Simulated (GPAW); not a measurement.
# STM contrast on a 7-layer slab of Cd(0001), part 2 of 2

Wanted: filled- and empty-state images of a 7-layer slab of Cd(0001), with its work function.

GPAW 26.7.0; GPAW, PAW setups; slab in vacuum, relaxation (the session's first sound run).

So far, upper work function (eV): step 2 (relaxing the atoms) 3.76.

### Step 3. Plane waves, PBE

The work function is the vacuum plateau of the electrostatic potential less the Fermi level; a dipole layer lets the two faces have plateaus of their own.

This step: GPAW, PAW setups; slab in vacuum (GPAW 26.7.0).

File run.py:

```python
import json
import numpy as np
from ase import Atoms
from ase.dft.stm import STM
from gpaw import GPAW, PW

slab = Atoms(
    ['Cd', 'Cd', 'Cd', 'Cd', 'Cd', 'Cd', 'Cd'],
    positions=[
        [0.00000, 0.00000, 9.00000],
        [2.98000, 1.72050, 11.81014],
        [0.00000, 0.00000, 14.62028],
        [2.98000, 1.72050, 17.55207],
        [-0.00000, 0.00000, 20.48765],
        [2.98000, 1.72050, 23.41173],
        [-0.00000, 0.00000, 26.31909]],
    cell=[[2.98, 0.0, 0.0], [1.49, 2.58076, 0.0], [0.0, 0.0, 34.86084]],
    pbc=[True, True, False])

slab.calc = GPAW(mode=PW(400), xc='PBE', kpts={'size': (12, 12, 1), 'gamma': True},
                 occupations={'name': 'fermi-dirac', 'width': 0.1}, nbands='160%',
                 convergence={'density': 1e-05}, maxiter=200,
                 poissonsolver={'dipolelayer': 'xy'},
                 symmetry={'tolerance': 1e-3}, txt='slab.txt')
result = {}
energy = slab.get_potential_energy()
fermi = slab.calc.get_fermi_level()
v = slab.calc.get_electrostatic_potential().mean((0, 1)) - fermi
n = slab.calc.get_pseudo_density().mean((0, 1))
L = slab.cell[2, 2]
z = np.arange(len(v)) * L / len(v)
low, high = slab.positions[:, 2].min(), slab.positions[:, 2].max()
below, above = np.interp([low - 6.8, high + 6.8], z, v)
slopes = [np.interp(x, z, np.gradient(v, z)) for x in (low - 6.8, high + 6.8)]
eps = np.array([[slab.calc.get_eigenvalues(k, s) for k in range(len(slab.calc.get_ibz_k_points()))]
                for s in range(slab.calc.get_number_of_spins())]) - fermi
top, bottom = eps[eps < 0].max(), eps[eps > 0].min()
dipole = slab.get_dipole_moment()[2]
print(f'energy {energy:.4f} eV, Fermi level {fermi:.4f} eV, dipole {dipole:.5f} e A')
print(f'potential 6.8 A off the faces, from the Fermi level: lower {below:.4f} eV, upper {above:.4f} eV')
print(f'slope of the potential there: lower {slopes[0]:.5f}, upper {slopes[1]:.5f} eV/A')
print(f'nearest levels on the mesh: {top:.4f} and {bottom:.4f} eV')
print('magnetic moment', round(slab.get_magnetic_moment(), 3))
result.update(energy=energy, fermi=fermi, dipole=dipole, below=below, above=above, slopes=slopes, edges=[top, bottom],
              z=z.tolist(), v=v.tolist(), n=n.tolist(), positions=slab.positions.tolist(),
              forces=slab.get_forces(apply_constraint=False).tolist(), moments=slab.get_magnetic_moments().tolist())

# Images need the states of the whole zone, up to time reversal
slab.calc = slab.calc.fixed_density(symmetry={'point_group': False}, txt='states.txt', nbands='250%',
                                    convergence={'bands': 'CBM+1.3'})
stm = STM(slab)
result['stm'] = []
for bias in [-1.0, 1.0]:
    height = high + 3.0
    current = stm.get_averaged_current(bias, height)
    x, y, h = stm.scan(bias, current)
    i, f = divmod(height / L * stm.ldos.shape[2], 1)
    I = abs((1 - f) * stm.ldos[:, :, int(i)] + f * stm.ldos[:, :, int(i) + 1])
    print(f'bias {bias} V: mean current at 3.0 A {current:.4e}, corrugation {np.ptp(h):.4f} A')
    result['stm'].append(dict(bias=bias, current=current, h=(h - high).tolist(), I=I.tolist()))
json.dump(result, open('result.json', 'w'))
```

Launch:

```
OMP_NUM_THREADS=1 OPENBLAS_NUM_THREADS=1 python run.py
```

Log:

```text
energy -5.7309 eV, Fermi level 2.7570 eV, dipole -0.00053 e A
potential 6.8 A off the faces, from the Fermi level: lower 3.7714 eV, upper 3.7567 eV
slope of the potential there: lower 0.00000, upper -0.00008 eV/A
nearest levels on the mesh: -0.4088 and 0.0017 eV
magnetic moment 0.0
bias -1.0 V: mean current at 3.0 A 1.8832e-04, corrugation 0.0477 A
bias 1.0 V: mean current at 3.0 A 4.1623e-04, corrugation 0.1118 A
```

The job ended after 7.5 min (1 thread of Intel Xeon 6975P-C (Granite Rapids), shared host; peak memory 1.1 GiB).

This step gave:

* dipole along the normal: -5.32e-4 e·Å
* levels nearest the Fermi level on the mesh: -0.4088, 0.001728 eV from the Fermi level
* corrugation -1: 0.04770 Å
* corrugation 1: 0.1118 Å

The electrostatic potential energy of an electron (without an applied field's), less the Fermi level, planar mean oscillates, so the rows of the table below give means over windows of 2.91 Å about each position, cut where the curve ends. Its maxima inside the range that stand out by 2 % of the span (Å: eV): 10.4: 1.11, 13.2: 1.09, 16.0: 1.50, 19.0: 1.54, 21.9: 1.52, 24.9: 1.50. Its minima: 9.0: -22.3, 11.8: -22.6, 14.6: -22.6, 17.5: -22.6, 20.4: -22.4, 23.5: -22.3, 26.4: -22.2.

Table of electrostatic potential energy of an electron (without an applied field's), less the Fermi level, planar mean by z; means over each step:

```csv
z (Å),"electrostatic potential energy of an electron (without an applied field's), less the Fermi level, planar mean (eV)"
1.46,3.77
4.37,3.77
7.28,0.427
10.19,-8.16
13.10,-8.32
16.01,-7.25
18.91,-7.20
21.83,-7.28
24.73,-7.36
27.65,-2.94
30.55,3.75
33.47,3.76
```

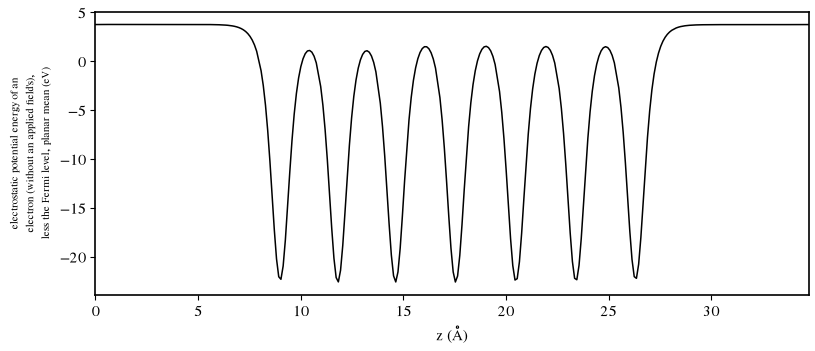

Electrostatic potential energy of an electron (without an applied field's), less the Fermi level, planar mean against z.

The pseudo valence density, planar mean oscillates, so the rows of the table below give means over windows of 2.8 Å about each position, cut where the curve ends. Its maxima inside the range that stand out by 2 % of the span (Å: e/Å³): 9.0: 1.51, 11.8: 1.52, 14.6: 1.52, 17.6: 1.46, 20.4: 1.51, 23.5: 1.51, 26.3: 1.49. Its minima: 10.3: 0.107, 13.1: 0.109, 16.1: 0.0928, 18.9: 0.0931, 21.9: 0.0929, 25.0: 0.0959.

The pseudo valence density, planar mean by z; means over each step:

```csv
z (Å),"pseudo valence density, planar mean (e/Å³)"
4.20,5.3e-5
7.00,0.0623
9.80,0.555
12.60,0.556
15.40,0.539
18.20,0.544
21.00,0.549
23.80,0.551
26.60,0.541
29.40,0.00361
32.20,4.4e-6
```

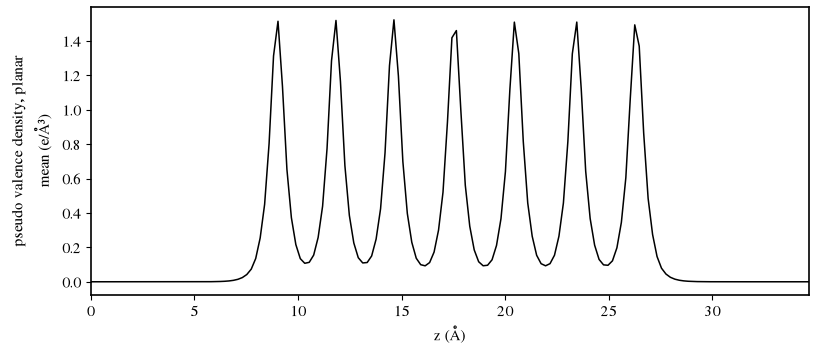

Pseudo valence density, planar mean, plotted against z.

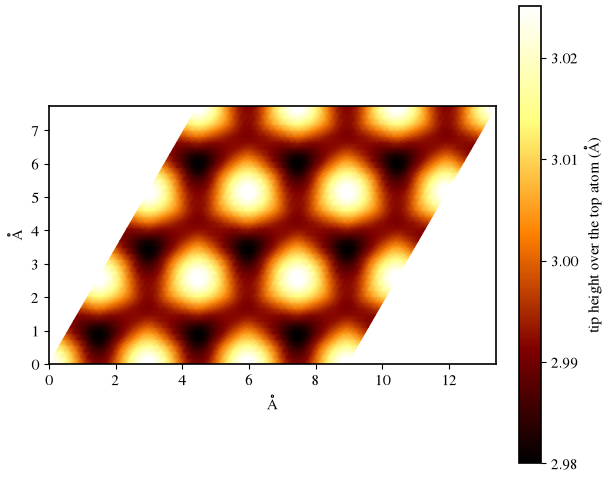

Tip height over the top atom over a1 and a2. Sample bias -1 V, constant current at the mean current 3.0 Å over the top atom. The cell is repeated, with its origin at the lower left corner.

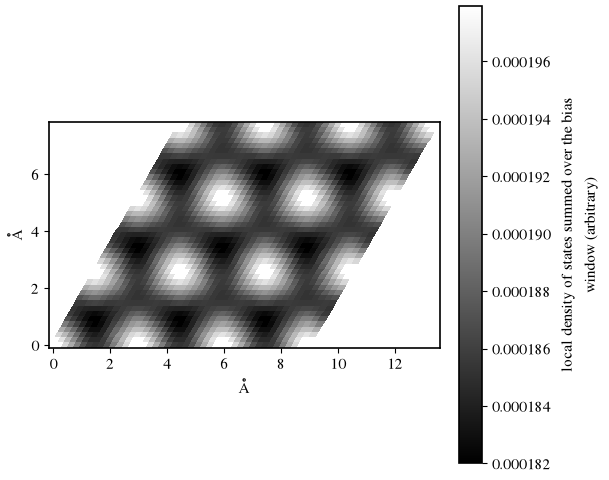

Local density of states summed over the bias window over a1 and a2. Sample bias -1 V, constant height 3.0 Å over the top atom. The cell is repeated, with its origin at the lower left corner.

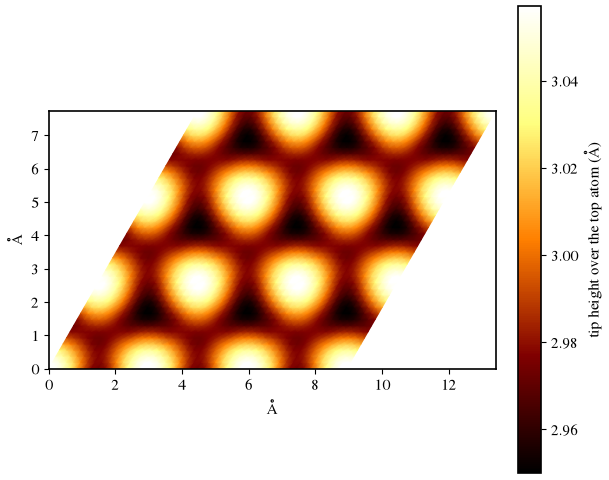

Tip height over the top atom over a1 and a2. Sample bias 1 V, constant current at the mean current 3.0 Å over the top atom. The cell is repeated, with its origin at the lower left corner.

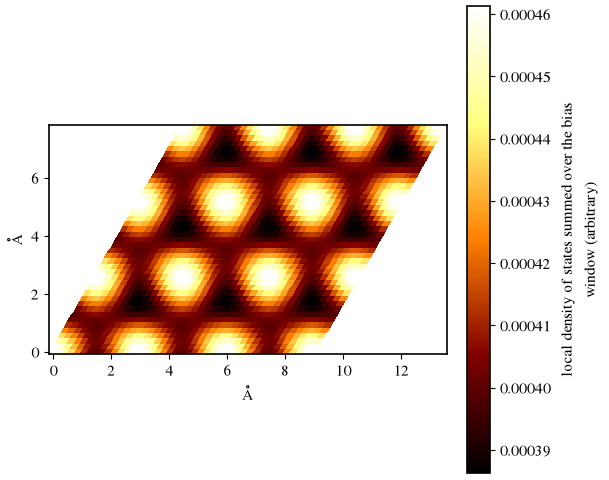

Local density of states summed over the bias window over a1 and a2. Sample bias 1 V, constant height 3.0 Å over the top atom. The cell is repeated, with its origin at the lower left corner.

Force by atom:

```csv
atom,x (eV/Å),y (eV/Å),z (eV/Å),size
Cd1,0.0000,0.0000,-0.0904,0.0904
Cd2,0.0000,0.0000,-0.0087,0.0087
Cd3,0.0000,0.0000,0.0906,0.0906
Cd4,0.0000,0.0000,0.0007,0.0007
Cd5,0.0000,0.0000,0.0006,0.0006
Cd6,0.0000,0.0000,0.0141,0.0141
Cd7,0.0000,0.0000,-0.0060,0.0060
```

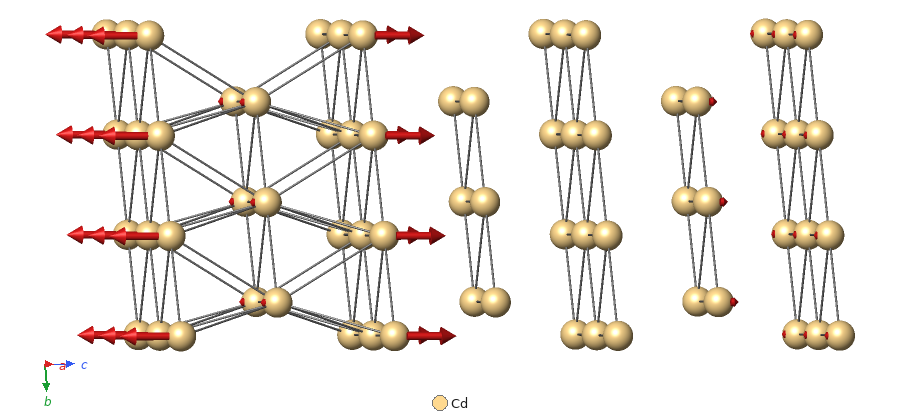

Force as arrows, the longest 0.0906 eV/Å. 2×3×1 cells are drawn. Some periodic images of atoms are drawn too.

The potential is flat to 7.7e-5 eV/Å where it is read, so the vacuum is wide enough.

### Step 4. Summary of results

| Property | Result |
| --- | --- |
| work function, upper and lower face | 3.757 and 3.771 eV |
| dipole along the normal | -5.3e-4 e Å, near the numerical noise |
| corrugation at -1 V | 0.0477 Å |
| corrugation at 1 V | 0.112 Å |

**Reading.** The corrugation at constant current is largest at 1 V, where the tip height varies by 0.11 Å over the cell. Negative sample bias images filled states, positive bias empty ones. The measured value for polycrystalline Cd, which weights the faces of low work function, is 4.08 eV (as compiled in "Anisotropic work function of elemental crystals", 2019, arxiv:1902.07811); the relaxed upper face lies 0.32 eV under it with PBE. Measured work functions scatter by a tenth of an eV or more between methods. The images are of Tersoff-Hamann type: an s-wave tip, no tip-sample forces, heights closer than in a microscope. The small printed dipole stands for a step of 13 meV from the lower to the upper face, and the probes find -15 meV; values this small are near the numerical noise of both. The in-plane lattice was kept as typed, which isn't the functional's own and leaves some strain; spin-orbit coupling and temperature are left out.

[Logs are printed without paths, hosts, clocks, repeated set-up lines and the standing remarks that a program may print on its own settings, such as how far it seeks lower states.]

[Hosts, paths, dates, database ids (printed as entryN), source tags and the programs' standing remarks are cut or masked in the printed files.]
